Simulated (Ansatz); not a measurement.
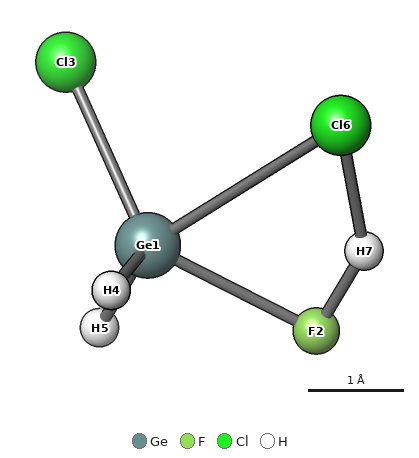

**Figure 1.** The input geometry (ball-and-stick view, seen at a tilt; atoms are numbered from 1 in the order of the input). Sticks mark near contacts. Bond lengths as drawn: Cl–Ge 2.18 to 2.60 Å, Cl–H 1.56 Å, F–Ge 2.02 Å, F–H 1.15 Å and Ge–H 1.54 to 1.55 Å.

**Frequency calculation, with input and output: GeH$_{3}$Cl$_{2}$F**

- system: GeH$_{3}$Cl$_{2}$F
- method: RKS PBE/def2-SVP (Ansatz 0.2.0)

It belongs to a series of runs on one base structure; here: vibrations at the highest image of the band. Figures and captions count atoms from 1; the log counts them from 0 in places.

Log
```
Engine: ansatz 0.2.0, aarch64-unknown-linux-gnu
Functional definition: PBE
  parameter kappa = 0.804
  parameter beta = 0.06672455060314922
  exchange = pbe_x(kappa = kappa, mu = beta*pi^2/3)
  correlation = pbe_c(beta = beta)
1063 factors; their error is unknown
mean field evaluation 1: about -84289.9699 eV, gradient 3.6e1 eV
mean field evaluation 2: about -84284.2365 eV, gradient 7.1e1 eV
mean field evaluation 4: about -84291.8775 eV, gradient 3.6e0 eV
mean field evaluation 8: about -84291.8421 eV, gradient 1.2e-1 eV
mean field -84291.84217544 eV, -3097.6680648849 hartree, gradient 7.9e-5 eV, S^2 0.000000; 0 other end points of the search recorded, 0 dependent functions left out
the calculation of the forces begins
reference -84291.84220519 eV, -3097.6680659780 hartree; 39, 39 occupied and 58, 58 virtual orbitals, 1063 factors
these checks for a lower state are left out or cut short: stability, starts, cluster_reference, orbital_swaps, neighbouring_geometries, increment
1063 factors; their error is unknown
mean field evaluation 16: about -84291.9069 eV, gradient 1.6e-1 eV
mean field -84291.84210801 eV, -3097.6680624065 hartree, gradient 2.3e-6 eV, S^2 0.000000; 0 other end points of the search recorded, 0 dependent functions left out
[... from here on the field's lines of each further geometry are left out, up to the last ...]
the calculation of the forces begins
reference -84291.84218589 eV, -3097.6680652687 hartree; 39, 39 occupied and 58, 58 virtual orbitals, 1063 factors
these checks for a lower state are left out or cut short: stability, starts, cluster_reference, orbital_swaps, neighbouring_geometries, increment
1063 factors; their error is unknown
mean field -84291.84215500 eV, -3097.6680641335 hartree, gradient 2.7e-6 eV, S^2 0.000000; 0 other end points of the search recorded, 0 dependent functions left out
the calculation of the forces begins
reference -84291.84218474 eV, -3097.6680652264 hartree; 39, 39 occupied and 58, 58 virtual orbitals, 1063 factors
WARN: phonons: modes at or below zero, which the zero-point energy, F, S and C_V leave out: 1, the lowest at -332.24 cm⁻¹. A minimum has none, and a first-order saddle one
Total energy: -84291.84220519 eV, -3097.6680659780 hartree
Atom 0 at     0.136159     0.136542    -0.088917 Å, force     0.000355    -0.007941    -0.009036 eV/Å
Atom 1 at    -0.193309     0.149206     1.907960 Å, force    -0.007952    -0.001975     0.007638 eV/Å
Atom 2 at     1.883888    -0.234981    -1.335573 Å, force    -0.000198    -0.000737    -0.003224 eV/Å
Atom 3 at    -0.785619     1.239243    -0.640849 Å, force    -0.002949     0.002012     0.001260 eV/Å
Atom 4 at    -0.463213    -1.289647    -0.019439 Å, force     0.004432     0.002069     0.000527 eV/Å
Atom 5 at     1.501077     1.955529     1.168630 Å, force     0.006584     0.003343     0.002608 eV/Å
Atom 6 at     0.539117     1.037005     1.976088 Å, force    -0.000271     0.003229     0.000227 eV/Å
Dipole moment:    -0.375088    -0.108952    -0.031470 e Å
Vibrations: -332.24 59.37 150.09 285.22 401.11 468.43 512.84 650.40 804.73 814.06 829.63 1123.57 1407.18 2090.12 2139.03 cm⁻¹, zero-point energy 0.727525 eV
```

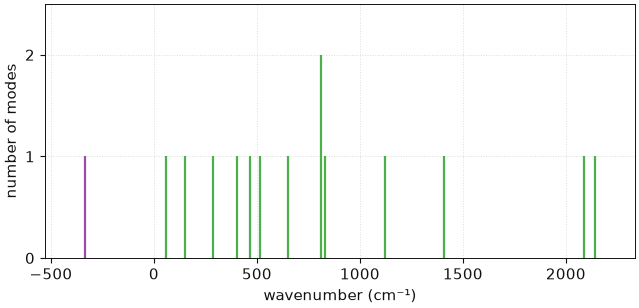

**Figure 2.** Harmonic vibrational wavenumbers from the force constants; neighbouring modes closer than 11 cm⁻¹ are counted in one stick, and imaginary ones are drawn at negative wavenumbers. 15 modes from 332i to 2139 cm⁻¹, 1 imaginary beyond 8i (332i cm⁻¹): a first-order saddle point, if the geometry is stationary.

This output came from the following input.

The input
```yaml
crystal:
  periodic: [false, false, false]
  atoms:
    - { symbol: Ge, position_ang: [0.136159, 0.136542, -0.088917] }
    - { symbol: F, position_ang: [-0.193309, 0.149206, 1.90796] }
    - { symbol: Cl, position_ang: [1.883888, -0.234981, -1.335573] }
    - { symbol: H, position_ang: [-0.785619, 1.239243, -0.640849] }
    - { symbol: H, position_ang: [-0.463213, -1.289647, -0.019439] }
    - { symbol: Cl, position_ang: [1.501077, 1.955529, 1.16863] }
    - { symbol: H, position_ang: [0.539117, 1.037005, 1.976088] }
basis:
  gaussian: { orbitals: def2-SVP }
hamiltonian:
  xc: pbe
phonons: {}
```

Launch command:
```bash
ansatz run input.yaml --threads 2 --pin off --max-ram 3072MiB --backend cpu --events-out ev --progress --plain --runs-dir out
```

Key numbers

| quantity | value |
| --- | --- |
| outcome | converged |
| total energy | −84291.8422 eV |
| mean-field energy | −84291.8422 eV |
| largest force (length of the vector) | 0.012 eV/Å |
| hardware | 2 threads of Arm Neoverse V2, 24 GiB of memory available, shared host |
| wall time | 39 s (CPU time 74 s) |
| peak memory | 0.14 GiB |
